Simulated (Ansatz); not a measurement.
Hypothetical anti-CdI2 type Rb2O: pressure series

Start from Rb$_{2}$O in the anti-CdI2 type structure (space group P-3m1, No. 164; a = 4.199 Å, c = 5.834 Å; a hypothetical phase, not in the database extracts checked).

Cell and atoms are relaxed at each pressure.

Calculations: PBE-D3(BJ) (Ansatz, a program for electronic structure; PAW; 420 eV plane waves; no spin-orbit coupling).

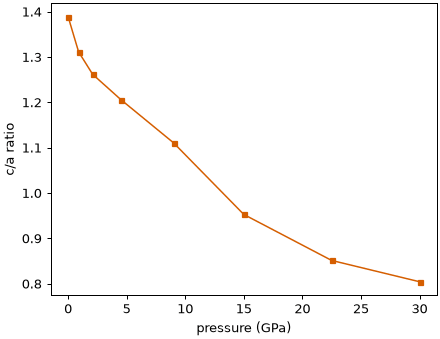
Figure: c/a ratio against pressure

Q: From the plot, what is the c/a ratio for pressure 22.5 GPa?

A: About 0.85.

Q: Is the trend monotonic over the range shown?

A: Yes, it falls throughout, spanning 0.805 to 1.389.

From pressure 9 GPa on, the axis ratios lie over 15 % from the base's, so the cell there is far from its starting form. Load acts through the strain it causes; cell and atoms are relaxed under it. Stability against distortions was not tested. No other phases were tried under pressure.
